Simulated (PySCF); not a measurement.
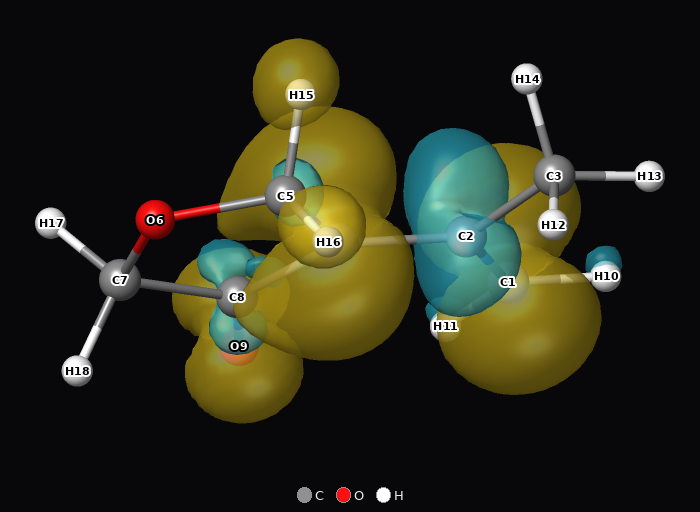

Figure. C₇H₉O₂ (SMILES C=C(C)[C]1COCC1=O) (doublet). Isosurfaces of the spin density at +0.02 (yellow) and −0.02 e/Å³ (cyan), seen at an oblique angle.

Geometry: GFN2-xTB.

These are results of UKS B3LYP, pcH-1 on C H O, non-relativistic, mean-field spin-orbit, GIAO in PySCF 2.14.0, density-fitted response routines, not measurements.

```xyz
18

C     1.5546    1.6782    0.0640
C     1.1517    0.3876   -0.0558
C     2.1530   -0.7320   -0.0531
C    -0.2144    0.0511   -0.1857
C    -0.7273   -1.3356   -0.3242
O    -2.1349   -1.2790   -0.4271
C    -2.5721    0.0611   -0.3622
C    -1.3432    0.9453   -0.2073
O    -1.3717    2.1607   -0.1218
H     2.5965    1.9281    0.1637
H     0.8426    2.4833    0.0607
H     2.0888   -1.3040   -0.9775
H     3.1616   -0.3415    0.0456
H     1.9603   -1.4138    0.7739
H    -0.4586   -1.9625    0.5409
H    -0.3247   -1.8351   -1.2197
H    -3.2495    0.1940    0.4905
H    -3.1215    0.3206   -1.2755
```

**Describe the spin distribution.**

The unpaired spin (1 electron) lies mostly on C4 (about 0.3), C1 (about 0.3) and O9 (about 0.2), in electrons by Hirshfeld's partition.
